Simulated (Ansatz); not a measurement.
## Geometry relaxation of AlSiH6OF (part 2 of 2)

The same run, continued: AlSiH6OF; RKS PBE0-D4/6-31G* (Ansatz 0.2.0). The input holds or restrains some coordinates. It belongs to a series of runs on one base structure; here: pulled along the bonds that form and break, towards end B.

Geometry of the input (Å):
```
Si 0.0000  0.0000  0.0000
F  0.0000  0.0000  1.9400
H  1.3768  0.0000  -0.4862
H  -0.6877  1.1914  -0.4862
H  -0.6877  -1.1914  -0.4862
O  -1.8790  0.0000  0.6243
Al -3.1927  -0.9643  -0.0916
H  -2.9236  -2.4314  -0.5488
H  -4.6133  -0.3425  -0.2619
H  -1.1493  0.0000  1.6846
```

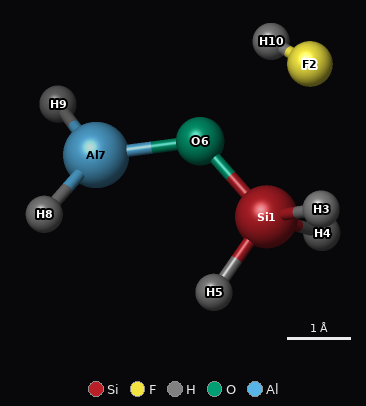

**Figure 1.** The geometry at step 9 of the log (ball-and-stick view, seen at a tilt; atoms are numbered from 1 in the order of the input).

### Trajectory as extended XYZ, continued
```
10
Properties=species:S:1:pos:R:3:forces:R:3 step=2 energy=-19322.51025
Si   -0.0931    0.0006   -0.1283   -1.6334  -0.0178   0.6037
F    -0.0060    0.0000    2.1009   -1.7448  -0.0133  -1.7968
H     1.3745   -0.0010   -0.4712    0.1082  -0.0432   0.9917
H    -0.6801    1.2336   -0.5160    0.8322   1.7435  -1.1113
H    -0.6753   -1.2357   -0.5204    1.0444  -1.7977  -1.3050
O    -1.8941    0.0098    0.4869   -0.0786  -0.2489   2.3435
Al   -3.2036   -0.9716   -0.0936    0.6944   0.5501   0.3972
H    -2.9206   -2.4391   -0.5521    0.1031  -0.4174  -0.1076
H    -4.6202   -0.3372   -0.2624   -0.3554   0.1994   0.0617
H    -1.0379    0.0025    1.8443    1.0299   0.0453  -0.0771
10
Properties=species:S:1:pos:R:3:forces:R:3 step=3 energy=-19322.40026
Si   -0.1844    0.0004   -0.2565   -0.5255  -0.0022   0.7441
F    -0.0291   -0.0001    2.2361    1.1871  -0.0405  -0.4249
H     1.3639   -0.0018   -0.4519   -0.7393  -0.0395   0.9549
H    -0.6721    1.2728   -0.5410    0.6715   2.4226  -1.4751
H    -0.6642   -1.2754   -0.5479    0.8358  -2.4426  -1.6243
O    -1.8950    0.0159    0.3535    0.4050   0.2057   2.1797
Al   -3.2028   -0.9708   -0.0963    0.0009   0.0288  -0.1268
H    -2.9198   -2.4455   -0.5527    0.0541  -0.3748  -0.0264
H    -4.6253   -0.3350   -0.2603   -0.2988   0.1536   0.1309
H    -0.9278    0.0014    2.0050   -1.5909   0.0889  -0.3321
10
Properties=species:S:1:pos:R:3:forces:R:3 step=4 energy=-19323.04914
Si   -0.2891    0.0033   -0.3592   -0.1089   0.0187   0.5436
F     0.0122   -0.0044    2.3656    0.8515  -0.0486  -0.2279
H     1.2907   -0.0039   -0.3879   -1.0620  -0.0210   0.8358
H    -0.6196    1.3774   -0.6466    0.6799   1.0826  -1.3256
H    -0.6026   -1.3763   -0.6619    0.7185  -1.0428  -1.4080
O    -1.8910    0.0203    0.2853    0.6004   0.3723   1.9570
Al   -3.2034   -0.9680   -0.1101   -0.4027  -0.3929  -0.3479
H    -2.9206   -2.4624   -0.5480   -0.0066  -0.1647   0.0542
H    -4.6389   -0.3292   -0.2457   -0.1283   0.1020   0.1665
H    -0.8942    0.0050    2.1966   -1.1416   0.0944  -0.2477
10
Properties=species:S:1:pos:R:3:forces:R:3 step=5 energy=-19323.85699
Si   -0.3498    0.0107   -0.3662   -0.0915  -0.1157  -0.1022
F     0.0382   -0.0128    2.3916   -0.0489  -0.0173  -0.2179
H     1.1893   -0.0062   -0.2722   -0.7055   0.0143   0.9454
H    -0.5463    1.4246   -0.8037    0.2896  -0.1522  -0.8950
H    -0.5201   -1.4084   -0.8355    0.2855   0.2663  -0.9823
O    -1.8888   -0.0006    0.3508    0.7087   0.2219   1.4184
Al   -3.2113   -0.9717   -0.1183   -0.1813  -0.3105  -0.1990
H    -2.9261   -2.4761   -0.5396   -0.0382  -0.0364   0.0446
H    -4.6488   -0.3185   -0.2226   -0.0280   0.0746   0.1321
H    -0.8928    0.0208    2.3038   -0.1904   0.0551  -0.1441
10
Properties=species:S:1:pos:R:3:forces:R:3 step=6 energy=-19324.45131
Si   -0.3787    0.0080   -0.3730    0.0627  -0.0679  -0.5259
F     0.0463   -0.0171    2.3852    0.0173  -0.0092   0.0241
H     1.1154   -0.0042   -0.0949   -0.6320  -0.0258   0.7321
H    -0.5233    1.3929   -0.9640    0.1554  -0.5470  -0.5199
H    -0.4988   -1.3666   -1.0250    0.1582   0.6801  -0.5538
O    -1.8624   -0.0229    0.4180    0.3850  -0.0242   0.9417
Al   -3.2005   -0.9740   -0.1117    0.0036  -0.1011  -0.0318
H    -2.9299   -2.4819   -0.5319   -0.0215   0.0035   0.0308
H    -4.6385   -0.3068   -0.1958    0.0525   0.0530   0.1100
H    -0.8860    0.0346    2.3810   -0.1812   0.0387  -0.2074
10
Properties=species:S:1:pos:R:3:forces:R:3 step=7 energy=-19324.84883
Si   -0.3956    0.0083   -0.3810   -0.0248  -0.0777  -0.5864
F     0.0551   -0.0156    2.3816    0.1395  -0.0047   0.2543
H     1.0326   -0.0167    0.0811   -0.4987  -0.0029   0.3922
H    -0.5063    1.3232   -1.1100    0.0852  -0.4021  -0.1755
H    -0.4774   -1.2735   -1.1929    0.0652   0.5122  -0.2130
O    -1.8453   -0.0477    0.4687    0.3706  -0.1105   0.3830
Al   -3.1918   -0.9805   -0.1015    0.0670   0.0316   0.0824
H    -2.9325   -2.4869   -0.5259   -0.0078  -0.0058   0.0083
H    -4.6231   -0.2940   -0.1656    0.0642   0.0302   0.0848
H    -0.8723    0.0452    2.4334   -0.2602   0.0297  -0.2300
10
Properties=species:S:1:pos:R:3:forces:R:3 step=8 energy=-19325.01928
Si   -0.3913   -0.0041   -0.4045    0.1144  -0.0720  -0.5265
F     0.0133   -0.0156    2.3707    0.1648   0.0187   0.4533
H     0.9547   -0.1023    0.2208   -0.2893  -0.0310   0.1217
H    -0.4003    1.3022   -1.1370   -0.0308  -0.1435  -0.0272
H    -0.4449   -1.1684   -1.3599   -0.0093   0.2342  -0.0735
O    -1.8331   -0.0803    0.4447    0.3029  -0.0425   0.1516
Al   -3.1920   -1.0146   -0.0759   -0.0330   0.0458   0.0579
H    -2.9435   -2.5019   -0.5660    0.0012  -0.0082  -0.0031
H    -4.6236   -0.3264   -0.0242    0.0573  -0.0073   0.0715
H    -0.8956    0.1732    2.4192   -0.2783   0.0057  -0.2257
10
Properties=species:S:1:pos:R:3:forces:R:3 step=9 energy=-19325.10487
Si   -0.3748   -0.0412   -0.4131    0.1712  -0.1337  -0.4233
F    -0.0061    0.1748    2.3655    0.0099   0.1425   0.4324
H     0.9256   -0.2953    0.2634   -0.2680  -0.0642   0.0077
H    -0.2954    1.3236   -1.0230   -0.0488  -0.1174   0.0481
H    -0.4532   -1.0826   -1.5028   -0.0384   0.2388   0.0089
O    -1.8196   -0.1504    0.4258    0.2850  -0.0072   0.0635
Al   -3.2012   -1.0510   -0.0836   -0.0744  -0.0221   0.1091
H    -2.9680   -2.5107   -0.6626   -0.0205   0.0279  -0.0300
H    -4.6316   -0.3814    0.1181    0.1001  -0.0242   0.0289
H    -0.9322    0.2759    2.4003   -0.1161  -0.0404  -0.2453
10
Properties=species:S:1:pos:R:3:forces:R:3 step=10 energy=-19325.18239
Si   -0.3439   -0.0786   -0.4277    0.0445  -0.0568  -0.4691
F    -0.0593    0.3613    2.3480   -0.3597   0.1414   0.4111
H     0.9029   -0.4643    0.2964   -0.2831  -0.0550  -0.1510
H    -0.2198    1.3194   -0.9495    0.0456  -0.1047   0.1680
H    -0.4655   -0.9714   -1.6528    0.0447   0.1904   0.3002
O    -1.7885   -0.2023    0.4053    0.1597  -0.1172   0.0301
Al   -3.1919   -1.0888   -0.0572   -0.0808   0.0241  -0.0023
H    -2.9915   -2.5215   -0.7181   -0.0334   0.0490   0.0124
H    -4.6032   -0.4044    0.2292    0.1115  -0.0739   0.0379
H    -0.9958    0.3125    2.4143    0.3511   0.0026  -0.3374
10
Properties=species:S:1:pos:R:3:forces:R:3 step=11 energy=-19325.26596
Si   -0.3444   -0.1127   -0.4039    0.1162  -0.1022  -0.1906
F    -0.0400    0.5549    2.3061   -0.0662   0.1564   0.2679
H     0.8623   -0.6238    0.3083   -0.2150  -0.0153  -0.1394
H    -0.1568    1.3179   -0.7936   -0.0067  -0.1037   0.1318
H    -0.4730   -0.8948   -1.6904   -0.0016   0.1190   0.1685
O    -1.7849   -0.2926    0.4275    0.1339  -0.0158  -0.0372
Al   -3.2058   -1.1291   -0.0774   -0.0487  -0.0234   0.0543
H    -3.0455   -2.5097   -0.8528   -0.0061   0.0736   0.0068
H    -4.6038   -0.4746    0.3092    0.0826  -0.0367   0.0267
H    -0.9647    0.4263    2.3548    0.0117  -0.0519  -0.2887
10
Properties=species:S:1:pos:R:3:forces:R:3 step=12 energy=-19325.32977
Si   -0.3157   -0.1380   -0.4004   -0.0685  -0.0364  -0.0914
F    -0.0962    0.6920    2.2650    0.1529   0.1516   0.2021
H     0.8202   -0.7629    0.3193   -0.0356  -0.0282  -0.0276
H    -0.0566    1.2996   -0.6855    0.0173  -0.0389   0.0788
H    -0.4411   -0.8293   -1.7248    0.0052   0.0198   0.0073
O    -1.7817   -0.3124    0.3847    0.1521   0.0128   0.0482
Al   -3.2086   -1.1580   -0.0690   -0.0940   0.0125   0.0424
H    -3.0914   -2.4632   -0.9685    0.0143   0.0475   0.0008
H    -4.5776   -0.5681    0.4841    0.0616  -0.0419   0.0177
H    -1.0077    0.5022    2.2831   -0.2052  -0.0987  -0.2782
10
Properties=species:S:1:pos:R:3:forces:R:3 step=13 energy=-19325.36435
Si   -0.2905   -0.1645   -0.3913   -0.1670  -0.0592  -0.1441
F    -0.1381    0.8069    2.2268    0.1852   0.1287   0.1762
H     0.7917   -0.8625    0.3447   -0.0226  -0.0214  -0.0161
H     0.0290    1.2709   -0.6026    0.0059  -0.0151   0.0540
H    -0.4007   -0.7892   -1.7508    0.0296   0.0042   0.0510
O    -1.7830   -0.3315    0.3476    0.1961   0.0757   0.1162
Al   -3.2236   -1.1741   -0.0602   -0.0494  -0.0234  -0.0091
H    -3.1421   -2.3878   -1.0868    0.0005   0.0644   0.0266
H    -4.5598   -0.6816    0.6478    0.0803  -0.0256   0.0070
H    -1.0395    0.5753    2.2129   -0.2587  -0.1283  -0.2617
10
Properties=species:S:1:pos:R:3:forces:R:3 step=14 energy=-19325.37724
Si   -0.2731   -0.1848   -0.3880   -0.1432  -0.1540  -0.0698
F    -0.1714    0.8611    2.2059   -0.0282   0.0694   0.1625
H     0.7621   -0.9437    0.3639   -0.0440   0.0441  -0.0480
H     0.0900    1.2505   -0.5263   -0.0236  -0.0636   0.0009
H    -0.3505   -0.7722   -1.7672    0.0128   0.0457   0.0675
O    -1.7850   -0.3504    0.3142    0.2523   0.1753   0.0886
Al   -3.2350   -1.1882   -0.0618   -0.1198  -0.0582   0.0687
H    -3.1906   -2.3131   -1.1979   -0.0450   0.1400   0.1049
H    -4.5168   -0.7834    0.8140    0.2009  -0.0804  -0.1502
H    -1.0862    0.6861    2.1311   -0.0621  -0.1182  -0.2250
10
Properties=species:S:1:pos:R:3:forces:R:3 step=15 energy=-19325.38821
Si   -0.2569   -0.2058   -0.3796   -0.1873  -0.0538  -0.1225
F    -0.2103    0.8995    2.1886    0.2846   0.1283   0.1990
H     0.7628   -0.9552    0.3937   -0.0031  -0.0113   0.0157
H     0.1124    1.2229   -0.5307    0.0072  -0.0001   0.0006
H    -0.3130   -0.8026   -1.7506    0.0094  -0.0105   0.0002
O    -1.7816   -0.3477    0.2948    0.2799   0.1363   0.1601
Al   -3.2320   -1.1904   -0.0550   -0.0386  -0.0059   0.0079
H    -3.2653   -2.1988   -1.2792    0.0028   0.0040  -0.0114
H    -4.4541   -0.8879    0.9093    0.0118  -0.0031   0.0035
H    -1.1185    0.7278    2.0968   -0.3666  -0.1837  -0.2530
```
